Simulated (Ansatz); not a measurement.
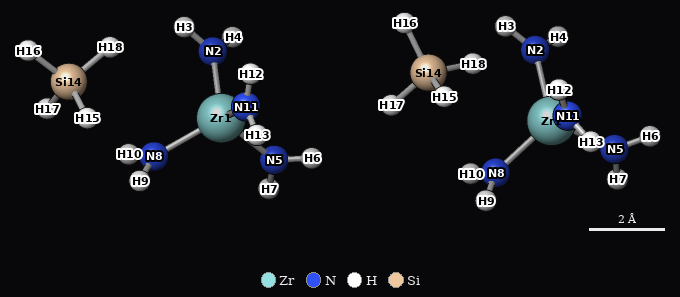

Two geometries of ZrSiN$_{4}$H$_{12}$, drawn at one scale. One is the start of a relaxation, the other its converged end. The picture is a ball-and-stick view, seen from a free direction.

All numbers below come from RKS PBE/def2-SVP (Ansatz). (no spin polarisation; force threshold 0.03 eV/Å; at most 50 steps)

Which of the two is the end point?

Answer. The left one is the relaxed one. The run prepares an end point of a later path (reaction) calculation, from a guessed geometry. H16 moves most after the best rigid fit: 1.27 Å. By element the largest moves are H 1.27 Å, Si 0.58 Å, N 0.56 Å, Zr 0.27 Å. Some distances before and after: Zr1–H18 2.665 → 3.667 Å, Zr1–N2 2.165 → 2.055 Å, Si14–H18 1.479 → 1.502 Å, Zr1–N8 2.063 → 2.073 Å. Among the angles between lasting bonds that change: Zr1–N2–H4 120.3° → 129.7°, Zr1–N2–H3 131.6° → 122.3°, N2–Zr1–N8 112.6° → 109.0°. After 18 accepted moves (19 points after the start) the energy has fallen by 23.0 kJ/mol. Largest force component: 1.5 eV/Å at the start, 0.027 eV/Å at the end. The line search rejected the trial step at point 12 of the run.
